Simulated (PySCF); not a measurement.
C3H7ClOSi

The calculation's input:

```
{"job": {"kind": "uv", "xc": "PBE0", "basis": "def2-SVPD", "nstates": 8, "ntriplets": 3}, "charge": 0, "multiplicity": 1}
C     -1.179680    -0.917135     0.871953
Si    -0.277272     0.068736    -0.476044
C     -0.349451     1.939177    -0.014008
O      0.611661     2.591861     0.302776
C      1.574659    -0.399832    -0.529219
Cl     1.741581    -2.139636    -0.909411
H     -0.786482    -0.695605     1.861697
H     -1.067612    -1.984246     0.703208
H     -2.242692    -0.694261     0.882777
H     -0.881820    -0.095542    -1.803101
H     -1.348379     2.426588    -0.032640
H      2.123287     0.139904    -1.298077
H      2.077814    -0.239523     0.422363
```

Launched as:

```sh
OMP_NUM_THREADS=1 python probes_run.py task.json out
```

Geometry: GFN2-xTB.

Method: PBE0/def2-SVPD, SCF density, gas phase (PySCF 2.14.0).

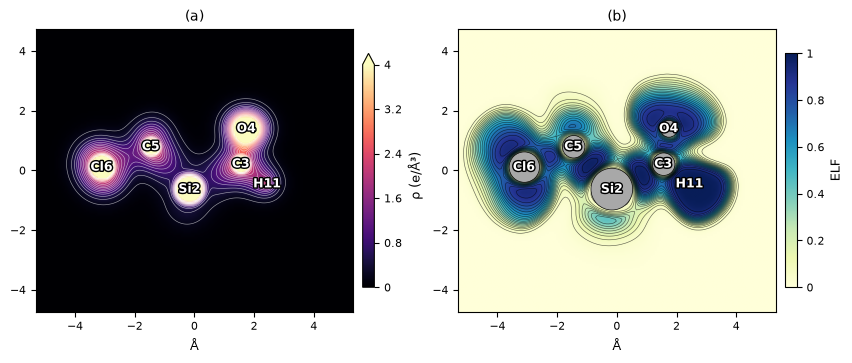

Figure 1. (a) total electron density; (b) ELF on the plane of atoms C3, Si2 and C5. Grey discs cover the atomic cores in the ELF map.

Q: Read the bonding off the picture.

A: Atoms in the plane: Si, C, O, Cl and H. C–O (1.20 Å): ρ at the midpoint is about 3.4 e/Å³; the ELF peaks at about 0.85 between the atoms; a multiple bond. C–Cl (1.79 Å): ρ is about 1.3 e/Å³ halfway; the ELF peaks at about 0.85 between the atoms; localised, covalent bonding. C–Si (1.93 Å): the density is about 0.93 e/Å³ at the midpoint; the ELF peaks at about 1 between the atoms (a covalent bond). C–H (1.11 Å): ρ at the midpoint is about 1.9 e/Å³; the ELF climbs to about 1 towards the hydrogen, as it does in any bond to H (an ordinary covalent bond to hydrogen). The ELF also peaks beside Cl6 and O4, away from the bonds: lone-pair regions.

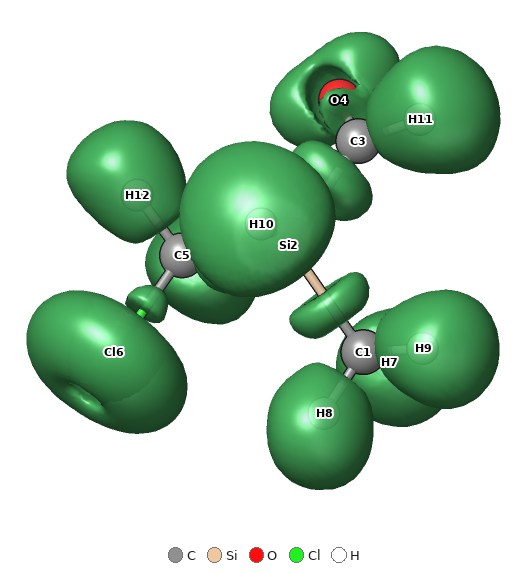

Figure 2. Isosurface of the electron localisation function at 0.8 (green), seen at a tilt. Only the valence region is drawn (cores and ρ < 0.01 e/Å³ removed).

Q: Describe the localisation domains.

A: The surface consists of one region between bonded C–Cl atoms (shared pairs), three regions between bonded C–Si atoms (shared pairs), seven regions around hydrogen nuclei, one region on O in which the atom's valence shell and bonds are merged and one ring or bowl of non-bonding electrons around Cl.

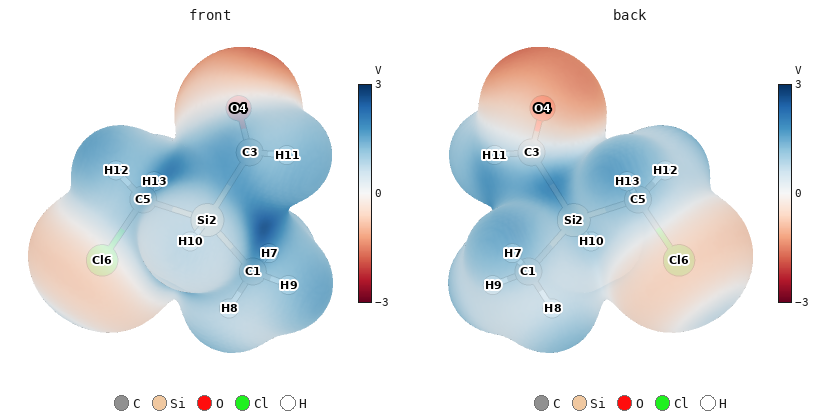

Figure 3. The molecular electrostatic potential painted on the density surface at 0.004 e/bohr³, seen from the front and from behind; red is negative and blue positive.

Q: Which sites attract a positive test charge, and which a negative one?

A: A positive charge is drawn to the negative regions and a negative charge to the positive ones. The most negative region (about −1.6 V) lies over O4, the most positive (about +2.3 V) over Si2. Cl6 shows a σ-hole: about +0.6 V at the tip opposite its bond, against about −0.4 V on its flanks. O4 is the likeliest acceptor of a hydrogen bond.

Q: How polar is the molecule by this calculation?

A: Its dipole moment is 2.09 D.
